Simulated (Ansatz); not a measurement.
A series of calculations on BH4SF

## 1. Relaxation

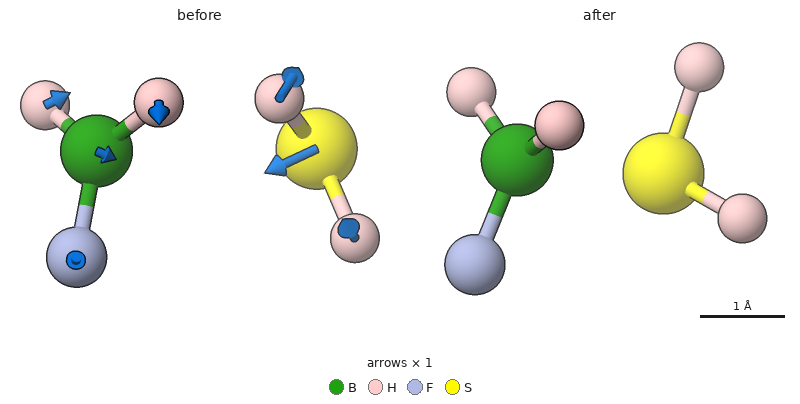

The structure of BH₄SF before (left) and after (right) a relaxation, at one scale. The blue arrows give the displacements, at their true length.

A ball-and-stick model, seen at a tilt.

The run prepares an end point of a later path (reaction) calculation, from a guessed geometry.

All numbers below come from RKS LDA/def2-SVP (Ansatz). Settings: no spin polarisation; force threshold 0.03 eV/Å; at most 50 steps.

### Describe what moved and what it gained.

After 16 geometry steps the energy has fallen by 0.340 eV. The largest force component goes from 0.59 to 0.024 eV/Å. The largest move after the best rigid fit is that of an H atom, 0.78 Å. Largest moves by element: H 0.78 Å, S 0.76 Å, F 0.30 Å, B 0.28 Å. Some distances before and after: B–S 3.080 → 2.156 Å, B–F 1.316 → 1.351 Å, H–S 1.389 → 1.365 Å, B–H 1.207 → 1.231 Å. Among the angles between lasting bonds that change: H–B–H 123.8° → 118.5°.

## 2. Relaxation

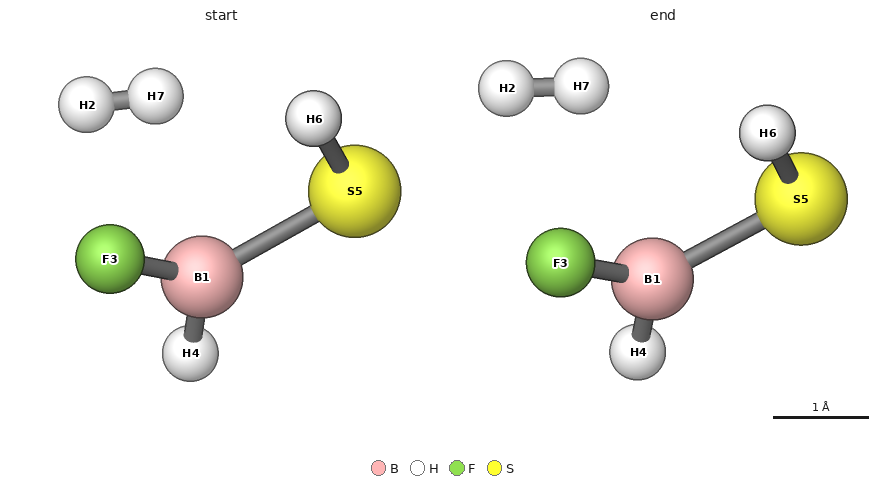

The structure of BH₄SF before (left) and after (right) a relaxation, at one scale.

A ball-and-stick model, seen from a free direction.

The run prepares an end point of a later path (reaction) calculation, from a guessed geometry.

Theory: RKS LDA/def2-SVP in Ansatz.

The input:
```yaml
crystal:
  periodic: [false, false, false]
  atoms:
    - { symbol: B, position_ang: [0.011536, 0.626474, -0.141513] }
    - { symbol: H, position_ang: [-0.00547, -0.53215, 1.952669] }
    - { symbol: F, position_ang: [1.18048, 0.024437, -0.147797] }
    - { symbol: H, position_ang: [-0.963159, 0.101588, -0.643778] }
    - { symbol: S, position_ang: [-0.172989, 2.325255, 0.569711] }
    - { symbol: H, position_ang: [1.114384, 2.370239, 1.029013] }
    - { symbol: H, position_ang: [-0.261983, 0.149357, 1.999794] }
basis:
  gaussian: { orbitals: def2-SVP }
hamiltonian:
  xc: lda
relax:
  f_tol: 0.03
  max_steps: 50
output:
  orbitals: {}
```

Launched with:
```bash
ansatz run input.yaml --threads 1 --pin off --max-ram 2048MiB --backend cpu --events-out ev --progress --plain --runs-dir out
```

Q: Describe what moved and what it gained.

A: The largest move after the best rigid fit is that of H2, 0.36 Å. Largest moves by element: H 0.36 Å, F 0.13 Å, S 0.12 Å, B 0.12 Å. Some distances before and after: B1–S5 1.851 → 1.787 Å, H2–H7 0.730 → 0.784 Å, B1–F3 1.315 → 1.320 Å. After 5 accepted moves (6 points after the start) the energy has fallen by 0.153 eV. The largest force component goes from 2 to 0.023 eV/Å. The line search rejected the trial step at point 5 of the run.

Limits of the set-up: the start holds two separate molecules, 2.2 Å apart at their closest, whose relative position is a soft coordinate and is computed without a dispersion correction.

## 3. Path

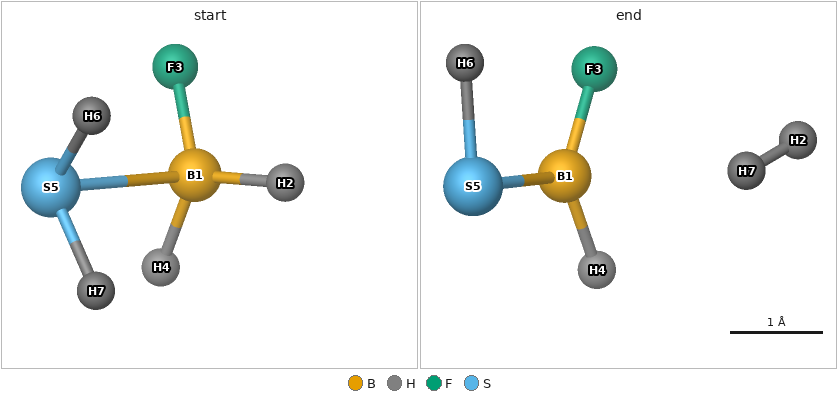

The two relaxed end points of a path for BH4SF. The picture is a ball-and-stick view, seen from a free direction.

All numbers below come from Ansatz, RKS LDA/def2-SVP.

Run with 5 movable images; climbing image; force threshold 0.03 eV/Å; iteration limit 60.

Start:
```xyz
7

B     0.1221   -0.0046    0.0818
H     0.2608   -0.6790    1.1017
F     1.1578    0.0068   -0.7862
H    -1.0097    0.1112   -0.3973
S     0.1124    1.9835    0.9158
H     1.1070    1.9443    1.8569
H    -0.8476    1.7031    1.8455
```

End:
```xyz
7

B     0.1230    0.8041   -0.1898
H    -0.4696   -0.8311    2.0383
F     1.1758    0.0073   -0.1767
H    -0.8950    0.4630   -0.7660
S     0.1715    2.4122    0.5879
H     1.4481    2.2784    1.0609
H    -0.6509   -0.0688    2.0635
```

Question: What barrier does the band find between them, and by what path?

Answer: The highest point, image 3, lies 0.32 eV above the start and 0.69 eV above the end; the end is at −0.37 eV relative to the start. Breaking: B1–H2 (1.23 → 1.31 at the top → 2.83 Å), S5–H7 (1.37 → 1.59 at the top → 3.00 Å). Forming: H2–H7 (2.73 → 1.18 at the top → 0.78 Å). The band converged in 11 iterations. The largest component of the band force went from 4.4 to 0.017 eV/Å. The climbing image converged on the top of the path. Its vibrational analysis gives one imaginary mode (510i cm⁻¹), as a transition state must have.

Energies of the converged images:

```
image  path (Å)  E (eV)
    0      0.00   0.000
    1      0.62   0.026
    2      1.24   0.162
    3      1.86   0.320
    4      2.47  -0.023
    5      3.09  -0.303
    6      3.70  -0.374
```

The geometry at the top of the path:

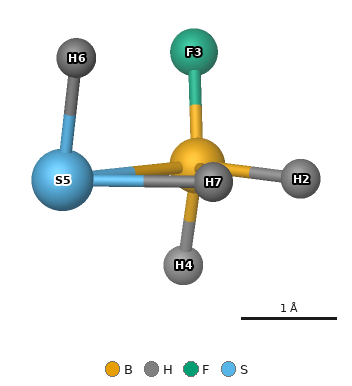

Cost: 53 s on 1 thread of Arm Neoverse V1, on a shared host, peak memory 0.11 GiB.
